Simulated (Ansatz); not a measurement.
**AsBFH3: how energies converge with the basis set**

Aim: see how fast density functionals converge with the basis set for AsBFH3.

Computed with Ansatz 0.2.0, Gaussian basis. Level: one geometry, several basis sets.

The runs, in order: PBE0-D4/def2-SVP; ωB97M-V/def2-SVP; PBE0-D4/def2-QZVPP; ωB97M-V/def2-QZVPP; the functionals' def2-TZVPP values are taken from earlier runs.

**1. The geometry**

The geometry comes from an earlier relaxation with PBE0-D4 in a triple-zeta def2 set; it is a stationary point.

SMILES `FB[AsH2]`, 6 atoms, charge 0, spin multiplicity 1.

Atoms are counted from 1 here; the program's logs count them from 0.

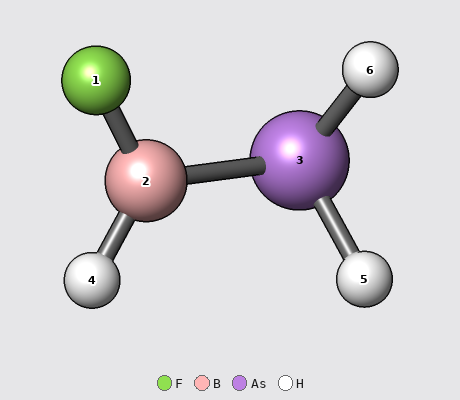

The geometry (fluorine green, boron pink, arsenic purple, hydrogen white); atoms are numbered from 1 in the order of the file.

**2. PBE0-D4 in def2-SVP**

Input file in.yaml:

```yaml
crystal:
  periodic: [false, false, false]
  atoms:
    - {symbol: F, position_ang: [-1.860991, -0.268242, 0.256031]}
    - {symbol: B, position_ang: [-0.693083, -0.481899, -0.319535]}
    - {symbol: As, position_ang: [0.750095, 0.941733, -0.243930]}
    - {symbol: H, position_ang: [-0.563869, -1.486983, -0.961191]}
    - {symbol: H, position_ang: [1.865610, -0.055557, 0.003648]}
    - {symbol: H, position_ang: [0.544339, 1.286950, 1.218676]}
basis:
  gaussian: {orbitals: def2-SVP}
hamiltonian: {xc: pbe0, dispersion: d4}
output: {orbitals: {seedname: orbitals}}
```

The run is started by

```
> ansatz run in.yaml --threads 2 --pin off --events-out ev --progress --plain --max-ram 4352MiB
```

After this run come: ωB97M-V in def2-SVP; PBE0-D4 in def2-QZVPP; ωB97M-V in def2-QZVPP.

Q: Predict the results of all the runs planned. Wanted: PBE0-D4: double and triple zeta above quadruple; ωB97M-V: double and triple zeta above quadruple.

**Answer**, as computed:

| quantity | value |
| --- | --- |
| PBE0-D4: double and triple zeta above quadruple | 13.12, 1.50 eV |
| ωB97M-V: double and triple zeta above quadruple | 13.17, 1.45 eV |

What this shows: PBE0-D4 gains 11.62 eV from double to triple zeta, then 1.50 eV more. Total energies overstate the basis error of differences, where much of it tends to cancel.
